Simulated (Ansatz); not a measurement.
# Pressure series in Ga2O3

The parent structure is Ga₂O₃ in the corundum structure (space group R-3c, No. 167; a = 5.0577 Å, c = 13.6230 Å (hexagonal axes)).

Cell and atoms are relaxed at each pressure.

Method: PBE/PAW in Ansatz (a program for electronic structure), no spin-orbit coupling.

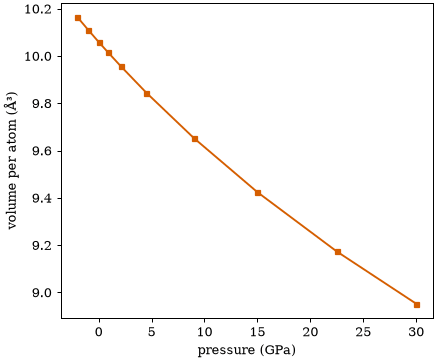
*Volume per atom against pressure*

```
pressure (GPa)  volume per atom
--------------  ---------------
-2                     10.16 Å³
-1                     10.11 Å³
0.9                    10.02 Å³
2.1                     9.96 Å³
4.5                     9.85 Å³
9                       9.65 Å³
15                      9.42 Å³
22.5                    9.17 Å³
30                      8.95 Å³
```

Load acts through the strain it causes; cell and atoms are relaxed under it. No phonon test of stability was made. No other phases were tried under pressure.
